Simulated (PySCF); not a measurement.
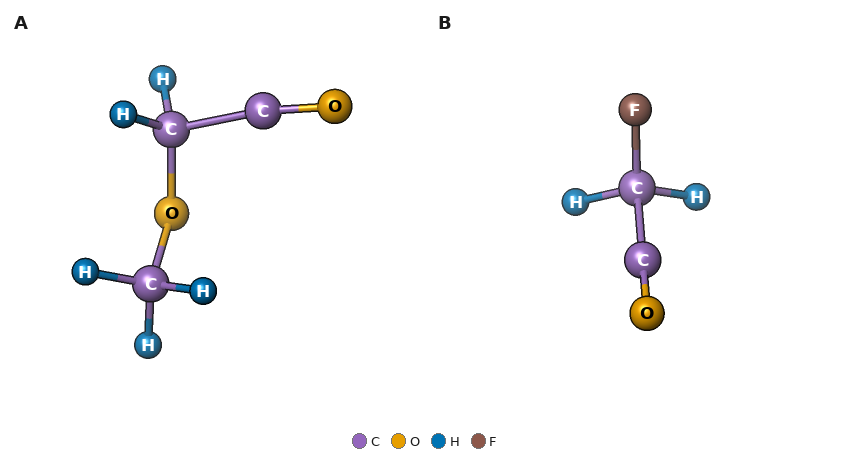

Two related species, optimised with PBE0-D3(BJ)/def2-SVP; properties computed with PySCF 2.14.0. Both: charge +1, singlet.

Identify both.

Answer. A is C3H5O2(+) (COCC#[O+]), B is C2H2FO(+) ([O+]#CCF).

Compare them. With PBE0/def2-SVPD: HOMO–LUMO gap (eV), HOMO energy (Kohn–Sham orbital) (eV), lowest vertical singlet excitation (eV), mean static polarisability (bohr³).

```csv
quantity,A,B
HOMO–LUMO gap (eV),5.77,7.97
HOMO energy (Kohn–Sham orbital) (eV),−14.23,−17.49
lowest vertical singlet excitation (eV),4.49,6.23
mean static polarisability (bohr³),39.7,23.0
```

Each is one conformer, and no frequency run is at hand to confirm it as a minimum.
